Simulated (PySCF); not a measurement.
Ge(H)(Vi)2(NMe2), SMILES C=[CH][GeH]([CH]=C)[N](C)C (C6H13GeN), GFN2-xTB optimised geometry. Atoms within 1.6 Å of the plane z = 1.5 Å (x, y, z in Å): Ge1 (-1.59, -0.65, 0.00), C2 (0.37, -0.65, 0.00), C4 (-2.28, -1.64, 1.57), C5 (-3.32, -1.24, 2.28), H9 (-2.19, 0.74, 0.00), H10 (0.86, -0.74, 0.96), H13 (-1.80, -2.58, 1.81), H15 (-3.82, -0.31, 2.07).

Method: B3LYP/def2-SVP run with PySCF 2.14.0. Cells within 0.4 Å of a nucleus heavier than hydrogen are left out (blank, or x).

Map of the Laplacian of the electron density (e/bohr⁵) on the plane z = 1.5 Å:

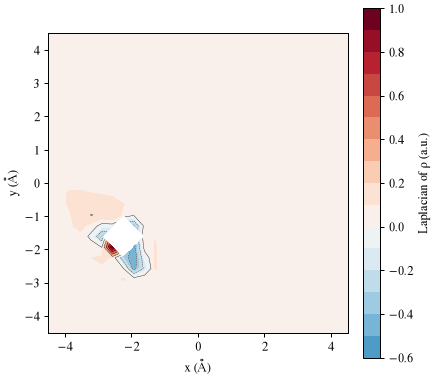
Laplacian of the electron density (e/bohr⁵) on the plane z = 1.5 Å.
